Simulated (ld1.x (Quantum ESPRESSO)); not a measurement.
## Pseudopotential generation, with input and output: Cd

Cadmium (Cd, Z = 48), core [Ar] 3d10, reference valence 4s2 4p6 4d10 5s1.75 5p0.25, valence charge 20. Level asked for: ultrasoft potential, LDA (PZ), scalar-relativistic, made with ld1.x (Quantum ESPRESSO) 7.5.

**The input**
```
 &input
   title='Cd', zed=48., rel=1, dft='PZ', iswitch=3,
   config='[Kr] 4d10 5s1.75 5p0.25',
   nld=3, rlderiv=1.90, eminld=-10.0, emaxld=5.0, deld=0.04
 /
 &inputp
   pseudotype=3, tm=.true., lloc=-1, rcloc=1.75,
   nlcc=.true., new_core_ps=.true., rcore=0.80,
   which_augfun='PSQ', rmatch_augfun_nc=.true.,
   file_pseudopw='Cd.UPF', file_wfcaegen='ae.wfc', file_wfcncgen='nc.wfc', file_beta='beta', file_chi='chi', file_wfcusgen='us.wfc'
 /
6
4S  1  0   2.00   0.00  1.45  1.70  0.0
5S  2  0   1.75   0.00  1.45  1.70  0.0
4P  2  1   6.00   0.00  1.50  1.75  0.0
5P  3  1   0.25   0.00  1.50  1.75  0.0
4D  3  2  10.00   0.00  0.90  1.25  0.0
4D  3  2   0.00  -0.50  0.90  1.25  0.0
 &test
   configts(1)='4s2 4p6 4d10 5s1.75 5p0.25'
 /
```

Command:
```bash
ld1.x < Cd.in > Cd.out
```

**Output**
```
     Program LD1 v.7.5
     --------------------------- All-electron run ----------------------------

     Cd
     scalar relativistic calculation

     atomic number is 48.00
     dft =PZ   lsd =0 sic =0 latt =0  beta=0.20 tr2=1.0E-14
     Exchange-correlation= PZ
                           (   1   1   0   0   0   0   0)
     mesh =1239 r(mesh) =  99.86297 a.u. xmin = -7.00 dx = 0.01250
     1 Ry =  13.60569312 eV, c = 137.03599908

     n l     nl                  e(Ry)          e(Ha)          e(eV)
     1 0     1S 1( 2.00)     -1947.2709      -973.6355    -26493.9707
     2 0     2S 1( 2.00)      -289.1951      -144.5976     -3934.6998
     2 1     2P 1( 6.00)      -259.6631      -129.8316     -3532.8967
     3 0     3S 1( 2.00)       -53.8942       -26.9471      -733.2682
     3 1     3P 1( 6.00)       -44.2062       -22.1031      -601.4561
     4 0     4S 1( 2.00)        -7.8175        -3.9088      -106.3627
     4 1     4P 1( 6.00)        -4.9617        -2.4809       -67.5075
     3 2     3D 1(10.00)       -28.9966       -14.4983      -394.5194
     4 2     4D 1(10.00)        -0.9117        -0.4558       -12.4037
     5 0     5S 1( 1.75)        -0.4637        -0.2319        -6.3091
     5 1     5P 1( 0.25)        -0.1181        -0.0591        -1.6069

     final scf error:  8.2E-15 reached in  28 iterations

     Etot =  -11179.133485 Ry,   -5589.566742 Ha, -152099.859572 eV

     Ekin =   11629.779824 Ry,    5814.889912 Ha,  158231.215367 eV
     Encl =  -27037.692362 Ry,  -13518.846181 Ha, -367866.545026 eV
     Eh   =    4527.141045 Ry,    2263.570522 Ha,   61594.891777 eV
     Exc  =    -298.361991 Ry,    -149.180996 Ha,   -4059.421689 eV

     normalization and overlap integrals

     s(1S/1S) =  1.000000  <r> =   0.0304  <r2> =    0.0013  r(max) =   0.0198
     s(2S/2S) =  1.000000  <r> =   0.1318  <r2> =    0.0205  r(max) =   0.1112
     s(2P/2P) =  1.000000  <r> =   0.1149  <r2> =    0.0161  r(max) =   0.0888
     s(3S/3S) =  1.000000  <r> =   0.3590  <r2> =    0.1474  r(max) =   0.3259
     s(3P/3P) =  1.000000  <r> =   0.3576  <r2> =    0.1484  r(max) =   0.3178
     s(4S/4S) =  1.000000  <r> =   0.8785  <r2> =    0.8751  r(max) =   0.7916
     s(4P/4P) =  1.000000  <r> =   0.9597  <r2> =    1.0567  r(max) =   0.8427
     s(3D/3D) =  1.000000  <r> =   0.3350  <r2> =    0.1335  r(max) =   0.2668
     s(4D/4D) =  1.000000  <r> =   1.2900  <r2> =    2.0341  r(max) =   0.9790
     s(5S/5S) =  1.000000  <r> =   2.8471  <r2> =    9.3775  r(max) =   2.3194
     s(5P/5P) =  1.000000  <r> =   4.3124  <r2> =   22.3398  r(max) =   3.2101

     ------------------------ End of All-electron run ------------------------

     --------------------- Generating US pseudopotential ---------------------

      Generating local potential from pseudized AE potential:
      Matching radius rcloc =   1.7500

      Local pseudo, rcloc= 1.740 Estimated cut-off energy=     8.32 Ry

      Computing core charge for nlcc:

       r > 0.80 : true rho core
      Core charge pseudized with two Bessel functions
      Integrated core pseudo-charge :   5.68
      Wfc-us  4S rcutus= 1.697  Estimated cut-off energy=    19.99 Ry
      Wfc-us  5S rcutus= 1.697  Estimated cut-off energy=    40.76 Ry
      Wfc-us  4P rcutus= 1.740  Estimated cut-off energy=    28.85 Ry
      Wfc-us  5P rcutus= 1.740  Estimated cut-off energy=    54.02 Ry
      Wfc-us  4D rcutus= 1.257  Estimated cut-off energy=    72.18 Ry
      Wfc-us  4D rcutus= 1.257  Estimated cut-off energy=    73.32 Ry

     Q pseudized with Bessel functions
     Expected ecutrho=     453.1934 due to l1=  2   l2=  2

 %%%%%%%%%%%%%%%%%%%%%%%%%%%%%%%%%%%%%%%%%%%%%%%%%%%%%%%%%%%%%%%%%%%%%%%%%%%%%%
     Error in routine chargeps (1):
     negative rho
 %%%%%%%%%%%%%%%%%%%%%%%%%%%%%%%%%%%%%%%%%%%%%%%%%%%%%%%%%%%%%%%%%%%%%%%%%%%%%%

     stopping ...
```

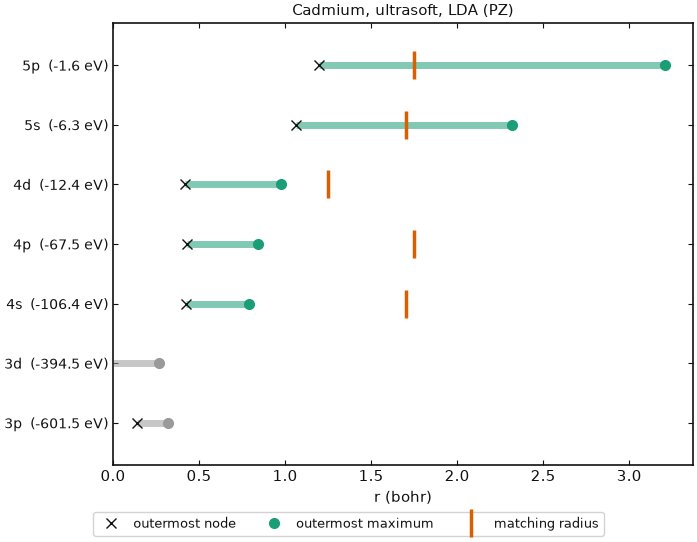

Figure 1. Outer shells of the all-electron reference atom: each bar runs from the outermost node (or the nucleus) to the outermost maximum of u(r); the tick is the radius chosen for the pseudo-wave. Shells without a tick have no pseudo-wave of their own. Levels, nodes and maxima are from ld1.x, scalar-relativistic.

- Radii against the shells: 4s: 1.70 bohr, outside the maximum; 4p: 1.75 bohr, outside the maximum; 4d: 1.25 bohr, outside the maximum; 5s: 1.70 bohr, between node and maximum; 5p: 1.75 bohr, between node and maximum.

**What the run reported**

- outcome: ended with an error
- hardware: 1 CPU thread, shared host

**Diagnosis**

The generator stopped with the message “chargeps: negative rho”. In words: the spherical valence density built from the smooth waves and the augmentation charge turned negative at some radius.
